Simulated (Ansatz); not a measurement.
Run report: CH7AlN (charge +1), geometry relaxation (part 2 of 2)

CH7AlN, charge +1; RKS PBE0-D4/def2-TZVP (Ansatz 0.2.0). 

Geometry of the input (Å):
```
C  -1.3614  0.7730  -0.8591
Al 0.3480  -0.1510  -0.7008
N  1.0328  -0.6207  1.1545
H  -2.1987  0.0775  -1.0049
H  -1.3709  1.4646  -1.7115
H  -1.5820  1.3583  0.0443
H  1.5488  -0.7315  -1.4393
H  1.6466  -1.4467  1.0892
H  1.6162  0.1171  1.5672
H  0.3206  -0.8405  1.8604
```

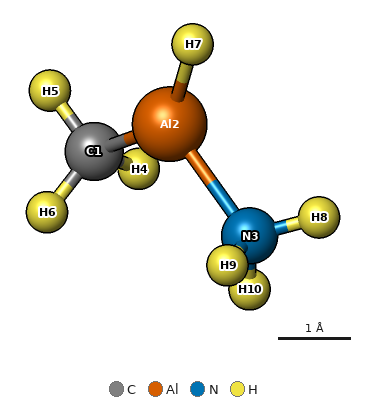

Figure 1. The geometry at step 17 of the log (ball-and-stick view, seen at a tilt; atoms are numbered from 1 in the order of the input).

Trajectory as extended XYZ, continued:
```
10
Properties=species:S:1:pos:R:3:forces:R:3 step=6 energy=-9227.52181
C    -1.2776    0.7368   -0.7837   -0.0222   0.0076  -0.0349
Al    0.4250   -0.1352   -0.7439   -0.0017  -0.0130   0.0280
N     0.9617   -0.6075    1.1270   -0.0004   0.0101   0.0125
H    -2.0857   -0.0034   -0.8275    0.0192   0.0107   0.0088
H    -1.3706    1.3603   -1.6775   -0.0024  -0.0085   0.0143
H    -1.4591    1.3677    0.0910    0.0109  -0.0075  -0.0084
H     1.5797   -0.6443   -1.6656   -0.0037   0.0105  -0.0069
H     1.5259   -1.4572    1.1715    0.0007   0.0002  -0.0071
H     1.5332    0.1237    1.5554    0.0024  -0.0075  -0.0051
H     0.1674   -0.7409    1.7535   -0.0029  -0.0026  -0.0013
10
Properties=species:S:1:pos:R:3:forces:R:3 step=8 energy=-9227.52279
C    -1.2760    0.7385   -0.7863   -0.0671   0.0130  -0.0307
Al    0.4375   -0.1114   -0.7410   -0.0090  -0.0230   0.0029
N     0.9547   -0.6189    1.1258   -0.0046   0.0116   0.0132
H    -2.0778   -0.0115   -0.7470    0.0597   0.0539   0.0051
H    -1.4087    1.3005   -1.7167    0.0088  -0.0342   0.0629
H    -1.4311    1.4258    0.0520    0.0062  -0.0278  -0.0409
H     1.6062   -0.5917   -1.6605    0.0029   0.0126  -0.0004
H     1.5030   -1.4794    1.1607   -0.0010   0.0031  -0.0077
H     1.5379    0.0950    1.5673    0.0014  -0.0087  -0.0027
H     0.1543   -0.7471    1.7459    0.0026  -0.0006  -0.0016
10
Properties=species:S:1:pos:R:3:forces:R:3 step=9 energy=-9227.52357
C    -1.2779    0.7359   -0.7883    0.0006   0.0009  -0.0051
Al    0.4387   -0.1075   -0.7393   -0.0099   0.0034   0.0040
N     0.9504   -0.6236    1.1263    0.0121  -0.0015  -0.0070
H    -2.0776   -0.0101   -0.7193   -0.0007  -0.0001   0.0037
H    -1.4200    1.2753   -1.7280   -0.0013  -0.0028  -0.0021
H    -1.4218    1.4436    0.0333    0.0021   0.0005   0.0005
H     1.6208   -0.5602   -1.6553    0.0049   0.0014   0.0009
H     1.4868   -1.4919    1.1556   -0.0050  -0.0013   0.0010
H     1.5486    0.0799    1.5641   -0.0022  -0.0017   0.0036
H     0.1520   -0.7414    1.7508   -0.0005   0.0014   0.0006
10
Properties=species:S:1:pos:R:3:forces:R:3 step=10 energy=-9227.52428
C    -1.2807    0.7331   -0.7915   -0.0221   0.0151   0.0106
Al    0.4467   -0.0880   -0.7361    0.0029   0.0048  -0.0074
N     0.9434   -0.6341    1.1253    0.0472  -0.0042  -0.0046
H    -2.0730   -0.0126   -0.6524    0.0263   0.0364  -0.0057
H    -1.4519    1.2177   -1.7570   -0.0008  -0.0220   0.0368
H    -1.4027    1.4884   -0.0070   -0.0019  -0.0339  -0.0390
H     1.6526   -0.4990   -1.6424   -0.0070   0.0021   0.0095
H     1.4511   -1.5206    1.1445   -0.0245   0.0233   0.0056
H     1.5701    0.0449    1.5640   -0.0280  -0.0238  -0.0060
H     0.1445   -0.7299    1.7527    0.0080   0.0022   0.0002
10
Properties=species:S:1:pos:R:3:forces:R:3 step=12 energy=-9227.52486
C    -1.2828    0.7305   -0.7933   -0.0139   0.0139   0.0143
Al    0.4542   -0.0694   -0.7325    0.0084   0.0001  -0.0120
N     0.9394   -0.6416    1.1240    0.0487  -0.0037   0.0045
H    -2.0665   -0.0120   -0.6024    0.0191   0.0256  -0.0063
H    -1.4767    1.1697   -1.7756   -0.0003  -0.0140   0.0265
H    -1.3942    1.5209   -0.0425   -0.0018  -0.0290  -0.0306
H     1.6766   -0.4500   -1.6309   -0.0124   0.0046   0.0122
H     1.4176   -1.5448    1.1347   -0.0260   0.0293   0.0069
H     1.5914    0.0125    1.5639   -0.0318  -0.0273  -0.0120
H     0.1408   -0.7156    1.7548    0.0101   0.0005  -0.0035
10
Properties=species:S:1:pos:R:3:forces:R:3 step=13 energy=-9227.52514
C    -1.2827    0.7288   -0.7928    0.0039  -0.0018   0.0001
Al    0.4579   -0.0634   -0.7329   -0.0079   0.0026   0.0086
N     0.9394   -0.6427    1.1228   -0.0030   0.0030  -0.0091
H    -2.0628   -0.0136   -0.5922    0.0018   0.0002   0.0013
H    -1.4831    1.1578   -1.7774   -0.0008  -0.0011  -0.0005
H    -1.3951    1.5252   -0.0503    0.0009  -0.0010  -0.0011
H     1.6833   -0.4356   -1.6278    0.0045   0.0004  -0.0034
H     1.4015   -1.5532    1.1345   -0.0010  -0.0022   0.0015
H     1.6012    0.0004    1.5620    0.0014  -0.0010   0.0016
H     0.1404   -0.7037    1.7541    0.0003   0.0009   0.0009
10
Properties=species:S:1:pos:R:3:forces:R:3 step=15 energy=-9227.51967 accepted=F
C    -1.2872    0.7124   -0.7960   -0.1476  -0.0015  -0.0721
Al    0.4819   -0.0143   -0.7267    0.0619   0.0272  -0.0068
N     0.9288   -0.6594    1.1175    0.1503  -0.1376   0.2159
H    -2.0360   -0.0254   -0.4716    0.0984   0.1281  -0.0457
H    -1.5495    1.0281   -1.8149    0.0529  -0.0541   0.1906
H    -1.3842    1.5879   -0.1391    0.0008  -0.0974  -0.0710
H     1.7593   -0.2696   -1.5974   -0.0514  -0.0061   0.0328
H     1.2526   -1.6381    1.1210   -0.1176   0.3762   0.0212
H     1.6973   -0.1182    1.5394   -0.2676  -0.2052  -0.1338
H     0.1369   -0.6033    1.7677    0.2201  -0.0296  -0.1312
10
Properties=species:S:1:pos:R:3:forces:R:3 step=16 energy=-9227.52553
C    -1.2841    0.7239   -0.7938   -0.0086  -0.0023  -0.0080
Al    0.4668   -0.0446   -0.7302    0.0026   0.0021   0.0028
N     0.9353   -0.6486    1.1208   -0.0032   0.0003  -0.0015
H    -2.0531   -0.0167   -0.5479    0.0069   0.0082  -0.0005
H    -1.5065    1.1116   -1.7910    0.0037  -0.0045   0.0120
H    -1.3902    1.5495   -0.0823    0.0003  -0.0052  -0.0039
H     1.7087   -0.3816   -1.6174   -0.0025   0.0008   0.0024
H     1.3543   -1.5801    1.1283   -0.0016   0.0034  -0.0011
H     1.6303   -0.0388    1.5561    0.0000  -0.0032  -0.0024
H     0.1385   -0.6746    1.7573    0.0024   0.0004   0.0003
10
Properties=species:S:1:pos:R:3:forces:R:3 step=17 energy=-9227.52560
C    -1.2857    0.7196   -0.7949   -0.0339   0.0066  -0.0086
Al    0.4739   -0.0279   -0.7271    0.0126  -0.0032  -0.0037
N     0.9321   -0.6533    1.1192    0.0214  -0.0087   0.0213
H    -2.0452   -0.0191   -0.5125    0.0259   0.0321  -0.0096
H    -1.5248    1.0730   -1.8019    0.0091  -0.0122   0.0400
H    -1.3882    1.5688   -0.1095   -0.0007  -0.0286  -0.0226
H     1.7294   -0.3365   -1.6067   -0.0109   0.0031   0.0077
H     1.3129   -1.6020    1.1220   -0.0147   0.0358  -0.0009
H     1.6564   -0.0736    1.5498   -0.0275  -0.0244  -0.0160
H     0.1391   -0.6489    1.7616    0.0188  -0.0005  -0.0077
10
Properties=species:S:1:pos:R:3:forces:R:3 step=19 energy=-9227.52577
C    -1.2870    0.7184   -0.7958   -0.0004  -0.0001  -0.0012
Al    0.4730   -0.0277   -0.7255   -0.0006   0.0006   0.0000
N     0.9332   -0.6519    1.1202    0.0013  -0.0006   0.0016
H    -2.0470   -0.0213   -0.5227    0.0000  -0.0001  -0.0002
H    -1.5208    1.0782   -1.8005    0.0002  -0.0003   0.0006
H    -1.3941    1.5620   -0.1060    0.0000  -0.0003   0.0001
H     1.7279   -0.3363   -1.6043    0.0002   0.0005   0.0002
H     1.3057   -1.6030    1.1222   -0.0011   0.0001  -0.0005
H     1.6644   -0.0784    1.5450    0.0004  -0.0007  -0.0007
H     0.1448   -0.6401    1.7674    0.0000   0.0010   0.0002
10
Properties=species:S:1:pos:R:3:forces:R:3 step=20 energy=-9227.52583
C    -1.2895    0.7147   -0.7976    0.0081  -0.0030   0.0033
Al    0.4743   -0.0218   -0.7226    0.0012   0.0107  -0.0006
N     0.9330   -0.6524    1.1206    0.0135  -0.0071   0.0170
H    -2.0464   -0.0257   -0.5197   -0.0086  -0.0089   0.0013
H    -1.5242    1.0680   -1.8040   -0.0031   0.0023  -0.0110
H    -1.3999    1.5621   -0.1132    0.0012   0.0061   0.0057
H     1.7364   -0.3137   -1.5966    0.0005  -0.0031  -0.0019
H     1.2770   -1.6147    1.1209   -0.0082   0.0151   0.0040
H     1.6870   -0.1004    1.5353   -0.0163  -0.0113  -0.0083
H     0.1523   -0.6160    1.7767    0.0118  -0.0009  -0.0096
10
Properties=species:S:1:pos:R:3:forces:R:3 step=21 energy=-9227.52585
C    -1.2909    0.7124   -0.7985    0.0111   0.0067   0.0062
Al    0.4776   -0.0123   -0.7197   -0.0044  -0.0097  -0.0086
N     0.9333   -0.6521    1.1211    0.0250  -0.0043   0.0296
H    -2.0438   -0.0314   -0.5186   -0.0050  -0.0097   0.0018
H    -1.5269    1.0612   -1.8062   -0.0024   0.0024  -0.0091
H    -1.4064    1.5615   -0.1169   -0.0023   0.0052   0.0035
H     1.7411   -0.3015   -1.5930    0.0007   0.0038   0.0014
H     1.2547   -1.6226    1.1196   -0.0143   0.0307   0.0038
H     1.7035   -0.1178    1.5299   -0.0300  -0.0215  -0.0120
H     0.1577   -0.5974    1.7824    0.0216  -0.0036  -0.0167
10
Properties=species:S:1:pos:R:3:forces:R:3 step=23 energy=-9227.52594
C    -1.2911    0.7105   -0.7983    0.0013   0.0004  -0.0006
Al    0.4781   -0.0129   -0.7210   -0.0011   0.0030   0.0001
N     0.9337   -0.6508    1.1210    0.0032   0.0003   0.0023
H    -2.0431   -0.0370   -0.5246    0.0000  -0.0004  -0.0002
H    -1.5260    1.0645   -1.8048   -0.0009  -0.0001   0.0004
H    -1.4098    1.5553   -0.1118    0.0002  -0.0009  -0.0004
H     1.7438   -0.2960   -1.5928    0.0000  -0.0006  -0.0004
H     1.2408   -1.6250    1.1233   -0.0019  -0.0002   0.0011
H     1.7119   -0.1260    1.5247    0.0000  -0.0002  -0.0015
H     0.1617   -0.5826    1.7843   -0.0009  -0.0011  -0.0007
10
Properties=species:S:1:pos:R:3:forces:R:3 step=24 energy=-9227.52597
C    -1.2919    0.7084   -0.7988   -0.0009  -0.0010  -0.0013
Al    0.4796   -0.0094   -0.7203   -0.0002   0.0031   0.0015
N     0.9340   -0.6499    1.1212    0.0021  -0.0017   0.0044
H    -2.0415   -0.0425   -0.5277    0.0013   0.0018  -0.0004
H    -1.5267    1.0635   -1.8050   -0.0001  -0.0005   0.0021
H    -1.4147    1.5515   -0.1108    0.0005  -0.0020  -0.0011
H     1.7474   -0.2872   -1.5907   -0.0001  -0.0008  -0.0004
H     1.2232   -1.6299    1.1249   -0.0027   0.0059   0.0011
H     1.7241   -0.1383    1.5190   -0.0037  -0.0031  -0.0028
H     0.1666   -0.5663    1.7882    0.0038  -0.0016  -0.0030
10
Properties=species:S:1:pos:R:3:forces:R:3 step=25 energy=-9227.52598
C    -1.2927    0.7059   -0.7994   -0.0032  -0.0017  -0.0014
Al    0.4816   -0.0048   -0.7195   -0.0003   0.0004   0.0030
N     0.9345   -0.6485    1.1216    0.0032  -0.0056   0.0102
H    -2.0393   -0.0498   -0.5327    0.0033   0.0042  -0.0006
H    -1.5272    1.0635   -1.8048    0.0008  -0.0008   0.0035
H    -1.4211    1.5458   -0.1085    0.0005  -0.0029  -0.0021
H     1.7513   -0.2778   -1.5887    0.0001  -0.0001  -0.0001
H     1.2012   -1.6351    1.1270   -0.0045   0.0189   0.0012
H     1.7388   -0.1534    1.5122   -0.0130  -0.0096  -0.0055
H     0.1729   -0.5458    1.7929    0.0131  -0.0027  -0.0082
10
Properties=species:S:1:pos:R:3:forces:R:3 step=27 energy=-9227.52599
C    -1.2927    0.7059   -0.7995   -0.0008  -0.0010  -0.0004
Al    0.4815   -0.0048   -0.7193   -0.0003  -0.0001   0.0007
N     0.9345   -0.6484    1.1216   -0.0004   0.0007   0.0000
H    -2.0394   -0.0495   -0.5329    0.0008   0.0010   0.0000
H    -1.5271    1.0637   -1.8047    0.0004  -0.0002   0.0007
H    -1.4210    1.5457   -0.1085    0.0001  -0.0003  -0.0003
H     1.7511   -0.2783   -1.5886    0.0001   0.0002   0.0001
H     1.2017   -1.6345    1.1268   -0.0003   0.0013   0.0001
H     1.7382   -0.1532    1.5122   -0.0010  -0.0013  -0.0006
H     0.1732   -0.5465    1.7930    0.0013  -0.0004  -0.0003
10
Properties=species:S:1:pos:R:3:forces:R:3 step=28 energy=-9227.52599
C    -1.2931    0.7050   -0.7998    0.0003  -0.0011   0.0002
Al    0.4819   -0.0035   -0.7188    0.0005   0.0008   0.0001
N     0.9345   -0.6482    1.1216    0.0005   0.0002  -0.0002
H    -2.0390   -0.0513   -0.5334   -0.0007  -0.0004   0.0002
H    -1.5275    1.0626   -1.8051   -0.0001   0.0003  -0.0010
H    -1.4227    1.5446   -0.1089    0.0002   0.0009   0.0005
H     1.7527   -0.2742   -1.5872   -0.0002  -0.0001   0.0000
H     1.1947   -1.6361    1.1271   -0.0001  -0.0002   0.0003
H     1.7429   -0.1585    1.5097   -0.0004  -0.0003  -0.0002
H     0.1757   -0.5404    1.7949    0.0001  -0.0001   0.0001
```

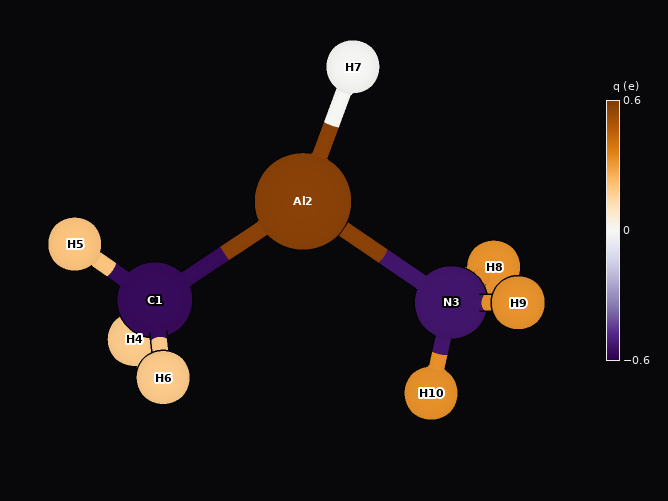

Figure 2. Mulliken charges, as the colour of each atom (ball-and-stick view, seen at a tilt; atoms are numbered from 1 in the order of the input). By element: C −0.56, Al +0.57, N −0.53 and H 0.00 to +0.32 e.
